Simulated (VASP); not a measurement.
Band structure of Al (fcc). These are rev-vdW-DF2, VASP's PBE PAW potentials (set 64) (plane waves; VASP) values and carry that method's errors.

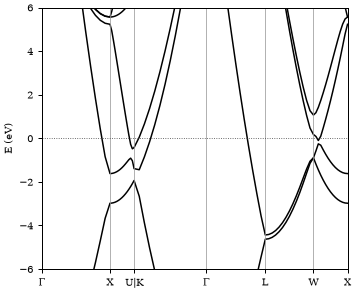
Bands along high-symmetry lines, zero at the valence-band maximum or, without a gap, the Fermi level

Read the plot: is there a gap, and where are the band edges?

It has no gap at this level: it comes out as a metal or semimetal. (Edges off the drawn lines would not show.)

The compound is Al in the fcc structure. It was relaxed first.
